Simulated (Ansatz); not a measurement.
# CH4Si (SMILES [CH][SiH3]) at UHSE06/STO-3G

What is the vertical ionisation energy of CH4Si at UHSE06/STO-3G? 

The calculation is run with Ansatz 0.2.0.

40 further runs of the same task are left out: 40 set aside as unsound or not needed.

**1. The structure to begin with**

CH4Si: 6 atoms, total charge 0, spin state triplet. SMILES: `[CH][SiH3]`. Geometry: relaxed at GFN2-xTB.

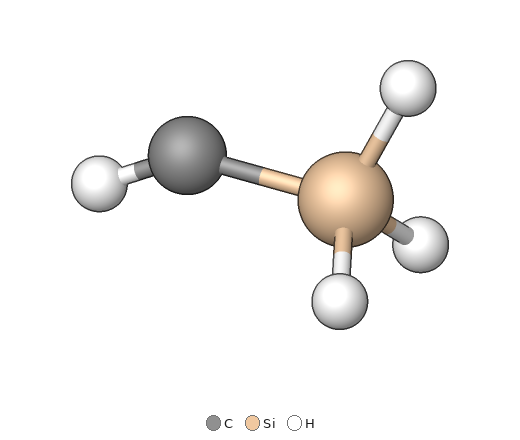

Viewed from a chosen angle; carbon grey, silicon light orange, hydrogen white.

**2. The energy at UHSE06/STO-3G**

The input, input.yaml:

```yaml
basis:
  gaussian: {orbitals: STO-3G}
crystal:
  periodic: [false, false, false]
  atoms:
    - symbol: C
      position_ang: [0.667310, -0.852170, 0.734600]
    - symbol: Si
      position_ang: [-0.258900, 0.404300, -0.178590]
    - symbol: H
      position_ang: [1.137890, -1.813490, 0.730980]
    - symbol: H
      position_ang: [-1.544120, -0.143200, -0.644620]
    - symbol: H
      position_ang: [0.511450, 0.860970, -1.347520]
    - symbol: H
      position_ang: [-0.513620, 1.543590, 0.705170]
magnetization: {spin_polarized: true, initial_magnetization: 2}
hamiltonian: {xc: {name: HSE06}}
accuracy: high
```

Launch:

```console
$ ansatz run input.yaml --threads 1 --pin off --max-ram 2610MiB --events-out events.jsonl --progress --plain --runs-dir runs
```

Standard output:

```text
Warning: RAYON_NUM_THREADS=1 ignored (pool sized by the plan → 1); use --threads N
Functional definition: HSE06
  name "HSE06"
  parameter a = 0.25
  parameter omega = 0.11/bohr
  exchange = pbe_x - a*pbe_x_sr(omega) + a*exact_x_sr(omega)
  correlation = pbe_c
311 factors; integrals over basis functions are off by at most 7.9e-9 eV
59 factors; integrals over basis functions are off by at most 1.0e-9 eV
mean field evaluation 1: about -8865.4877 eV, gradient 1.1e1 eV
mean field evaluation 2: about -8866.1591 eV, gradient 6.5e0 eV
mean field evaluation 4: about -8866.4612 eV, gradient 1.2e-1 eV
mean field evaluation 8: about -8866.4120 eV, gradient 1.2e-3 eV
mean field evaluation 16: about -8866.4120 eV, gradient 6.8e-8 eV
mean field -8866.41200542 eV, -325.8346313295 hartree, gradient 7.3e-8 eV, S^2 2.011011; 0 other end points of the search recorded, 0 dependent functions left out
reference -8866.41200733 eV, -325.8346313996 hartree; 13, 11 occupied and 5, 7 virtual orbitals, 311 factors
Total energy: -8866.41200733 eV, -325.8346313996 hartree
```

Run time: 2.2 s. Hardware: 1 thread of Arm Neoverse V1, shared host; peak memory 0.13 GiB.

**3. The doublet cation**

The input, job.yaml:

```yaml
crystal:
  periodic: [false, false, false]
  atoms:
    - {symbol: C, position_ang: [0.667310, -0.852170, 0.734600]}
    - {symbol: Si, position_ang: [-0.258900, 0.404300, -0.178590]}
    - {symbol: H, position_ang: [1.137890, -1.813490, 0.730980]}
    - {symbol: H, position_ang: [-1.544120, -0.143200, -0.644620]}
    - {symbol: H, position_ang: [0.511450, 0.860970, -1.347520]}
    - {symbol: H, position_ang: [-0.513620, 1.543590, 0.705170]}
basis:
  gaussian:
    orbitals: STO-3G
total_charge: 1
magnetization:
  spin_polarized: true
  initial_magnetization: 1
hamiltonian:
  xc: hse06
accuracy: high
```

Launch:

```console
$ ansatz run job.yaml --threads 1 --pin off --max-ram 2610MiB --events-out events.jsonl --progress --plain --runs-dir runs
```

Standard output:

```text
Warning: RAYON_NUM_THREADS=1 ignored (pool sized by the plan → 1); use --threads N
Functional definition: HSE06
  name "HSE06"
  parameter a = 0.25
  parameter omega = 0.11/bohr
  exchange = pbe_x - a*pbe_x_sr(omega) + a*exact_x_sr(omega)
  correlation = pbe_c
311 factors; integrals over basis functions are off by at most 7.9e-9 eV
59 factors; integrals over basis functions are off by at most 1.0e-9 eV
mean field evaluation 1: about -8858.5111 eV, gradient 5.4e0 eV
mean field evaluation 2: about -8858.7428 eV, gradient 2.6e0 eV
mean field evaluation 4: about -8858.7984 eV, gradient 2.7e-1 eV
mean field evaluation 8: about -8858.7463 eV, gradient 1.2e-2 eV
mean field evaluation 16: about -8858.7463 eV, gradient 4.2e-6 eV
mean field -8858.74633943 eV, -325.5529232999 hartree, gradient 6.1e-8 eV, S^2 0.759401; 2 other end points of the search recorded, 0 dependent functions left out
reference -8858.74634143 eV, -325.5529233734 hartree; 12, 11 occupied and 6, 7 virtual orbitals, 311 factors
Total energy: -8858.74634143 eV, -325.5529233734 hartree
```

Wall time 2.8 s (1 thread of Arm Neoverse V1, shared host); peak memory 0.13 GiB.

**4. Results**

At UHSE06/STO-3G:

```
                                          quantity          value
                       triplet CH4Si: total energy  -325.83463 Eh
                               triplet CH4Si: ⟨S²⟩          2.011
                      doublet cation: total energy  -325.55292 Eh
                              doublet cation: ⟨S²⟩          0.759
vertical ionisation energy (to the doublet cation)       7.666 eV
```

The vertical ionisation energy comes to 7.67 eV (177 kcal/mol). In a minimal basis such a difference can be off by several eV, whatever the method.
